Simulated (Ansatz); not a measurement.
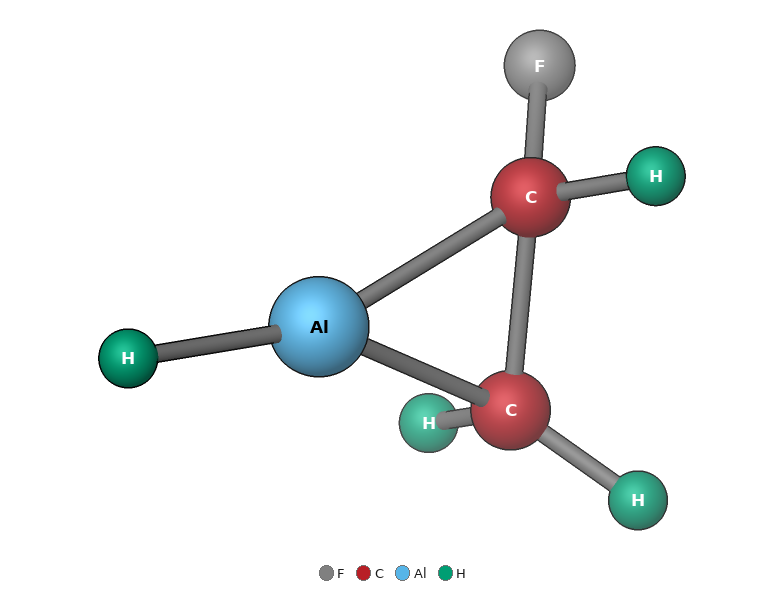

Depth is shown by fading: the farther an atom, the more it takes the colour of the background. The computed structure is the end point of a PBE0-D4/def2-TZVP optimisation.

Q: Which symmetry elements does this geometry have?

A: It has no symmetry element but the identity, so the point group is C1. The group has 1 operation. The geometry is chiral, and symmetry allows a dipole moment.
